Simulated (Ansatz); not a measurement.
# SiN (sextet): inputs that go wrong

3 inputs are run for SiN (sextet) as typed; the log has to tell whether the result can be used and what must change.

The runs use Ansatz 0.2.0, Gaussian basis; the settings change from run to run.

20 further runs of the same task are left out: 8 that didn't finish, 12 set aside as unsound or not needed.

## (1) The system

The geometry is a PBE0/def2-TZVP stationary point (not a proven minimum) of the parent state, kept for this charge and spin.

2 atoms, charge 0, spin multiplicity 6.

Atoms are counted from 1 here; the program's logs count them from 0.

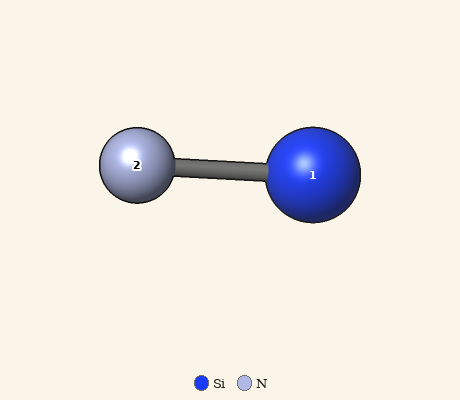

The structure; silicon blue, nitrogen light blue; atoms are numbered from 1 in the order of the file.

## (2) Attempt 1

Contents of in.yaml:

```yaml
crystal:
  periodic: [false, false, false]
  atoms:
    - {symbol: Si, position_ang: [0.000000, 0.000000, 0.000000]}
    - {symbol: N, position_ang: [0.000000, 0.000000, 1.889128]}
basis:
  gaussian: {orbitals: 6-31G}
magnetization: {spin_polarized: false, initial_magnetization: 5}
correlation: {method: sc_nevpt2, electrons: all, active_space: {window: {electrons: 7, orbitals: 7}, states: [{multiplicity: 6, weights: [1, 1]}], root: 2}}
scf: {lower_state_search: off}
```

Launch:

```bash
$ ansatz run in.yaml --threads 1 --pin off --events-out ev --progress --plain --max-ram 2393MiB
```

Output:

```text
Error: the active space averages no state 2, counted from zero
```

It took 0.03 s on 1 thread of Arm Neoverse V2, shared host.

**Diagnosis.** The run was refused. The root asked for lies beyond the states averaged. To mend it, average more states or name a lower root.

## (3) Attempt 2

Contents of in.yaml:

```yaml
crystal:
  periodic: [false, false, false]
  atoms:
    - {symbol: Si, position_ang: [0.000000, 0.000000, 0.000000]}
    - {symbol: N, position_ang: [0.000000, 0.000000, 1.889128]}
basis:
  gaussian: {orbitals: 6-31G, point_charges: [{charge: 1.00, position_ang: [3.858, -0.994, -0.276]}]}
magnetization: {spin_polarized: false, initial_magnetization: 5}
correlation: {method: sc_nevpt2, electrons: valence, active_space: {window: {electrons: 7, orbitals: 7}, states: [{multiplicity: 6, irrep: 12, weights: [1]}]}}
```

The command is unchanged.

Output:

```text
Functional definition: HF
  name "HF"
  cite "Fock, Z. Phys. 61, 126 (1930) doi:10.1007/BF01340294"
  parent pbe
  exchange = exact_x
  correlation = 0
the irreps are read with x along [-0.000, -0.000, 1.000], y along [0.968, -0.249, 0.000] and z along [0.249, 0.968, 0.000] of the geometry given
459 factors; integrals over basis functions are off by at most 3.0e-8 eV
mean field evaluation 1: about -9336.3896 eV, gradient 1.2e1 eV
mean field evaluation 2: about -9336.4935 eV, gradient 1.2e1 eV
mean field evaluation 4: about -9337.6019 eV, gradient 1.3e0 eV
mean field evaluation 8: about -9337.6662 eV, gradient 4.5e-1 eV
mean field evaluation 16: about -9337.6796 eV, gradient 1.8e-6 eV
mean field -9337.67962289 eV, -343.1533968346 hartree, gradient 1.8e-6 eV, S^2 8.750000; 0 other end points of the search recorded, 0 dependent functions left out
reference -9337.67962289 eV, -343.1533968346 hartree; 13, 8 occupied and 9, 14 virtual orbitals, 459 factors
Error: the irrep 12 is not accepted for these orbitals, which take A', A'', or 1 to 2
```

Wall time 0.18 s (1 thread of Arm Neoverse V2, shared host).

**Diagnosis.** The run stopped with an error. The symmetry label isn't in the molecule's group. Cure: name an irrep that the log lists.

## (4) Attempt 3

Contents of in.yaml:

```yaml
crystal:
  periodic: [false, false, false]
  atoms:
    - {symbol: Si, position_ang: [0.000000, 0.000000, 2.189128]}
    - {symbol: N, position_ang: [0.000000, 0.000000, 1.889128]}
basis:
  gaussian: {orbitals: 6-31G, fitting: {mean_field: def2-universal-jkfit}}
magnetization: {spin_polarized: false, initial_magnetization: 5}
correlation: {method: fic_mrcisd_q_relaxed, electrons: outside_noble_gas, active_space: {window: {electrons: 5, orbitals: 6}, states: [{multiplicity: 6, weights: [0.5, 1, 1]}], root: 1}}
```

Launched as before.

Output, cut to the lines that bear on the results:

```text
Functional definition: HF
  name "HF"
  cite "Fock, Z. Phys. 61, 126 (1930) doi:10.1007/BF01340294"
  parent pbe
[...]
205 factors; integrals over basis functions are off by at most 6.3e-3 eV
[...]
mean field -8159.64419354 eV, -299.8613933072 hartree, gradient 1.3e-6 eV, S^2 8.750000; 2 other end points of the search recorded, 0 dependent functions left out
reference -8159.64419354 eV, -299.8613933072 hartree; 13, 8 occupied and 9, 14 virtual orbitals, 205 factors
state -8159.59209739 eV, -299.8594788088 hartree
state -8155.66266835 eV, -299.7150749552 hartree
state -8150.87913654 eV, -299.5392834037 hartree
contracted CI cycle   1: correlation 0.00000000 eV, 0.0000000000 hartree, residual 7.97e0 eV
contracted CI cycle   2: correlation -0.66661848 eV, -0.0244977774 hartree, residual 1.09e0 eV
[...]
contracted CI cycle  14: correlation -1.06902658 eV, -0.0392860022 hartree, residual 6.11e-3 eV
contracted CI cycle  15: correlation -1.06902736 eV, -0.0392860309 hartree, residual 2.06e-3 eV
contracted CI cycle  16: correlation -1.06902697 eV, -0.0392860164 hartree, residual 9.44e-3 eV
contracted CI cycle  17: correlation -1.06902744 eV, -0.0392860337 hartree, residual 9.78e-4 eV
contracted CI cycle  18: correlation -1.06902745 eV, -0.0392860343 hartree, residual 3.42e-4 eV
contracted CI cycle  19: correlation -1.06902746 eV, -0.0392860344 hartree, residual 1.89e-4 eV
contracted CI cycle  20: correlation -1.06902746 eV, -0.0392860345 hartree, residual 1.65e-4 eV
contracted CI cycle  21: correlation -1.06902746 eV, -0.0392860345 hartree, residual 1.18e-4 eV
contracted CI cycle  22: correlation -1.06902746 eV, -0.0392860345 hartree, residual 4.78e-5 eV
state -8150.87913654 eV, -299.5392834037 hartree; corrected -8152.22646821 eV, -299.5887969290 hartree
Total energy: -8156.29676489 eV, -299.7383775733 hartree
```

Wall time 1.3 s (1 thread of Arm Neoverse V2, shared host).

What is wrong: The run converged, which proves nothing about the input. One atom lies on top of another. The shortest distance is 0.30 Å, against 1.89 Å in the geometry of step 1. Its energy belongs to another geometry. Fix: restore its position.

## (5) Summary

| attempt | level | ended | cause | time |
| --- | --- | --- | --- | --- |
| 1 | NEVPT2(7,7)/6-31G | refused | the root asked for lies beyond the states averaged | 0.03 s |
| 2 | NEVPT2(7,7)/6-31G | stopped by an error | the symmetry label isn't in the molecule's group | 0.18 s |
| 3 | MRCISD+Q(relaxed)(5,6)/6-31G | converged | one atom lies on top of another | 1.3 s |

1 refused, 1 stopped by an error, 1 converged. The input that converges on a wrong geometry or spin is the dangerous one: no error points at it, so geometry and ⟨S²⟩ have to be checked.
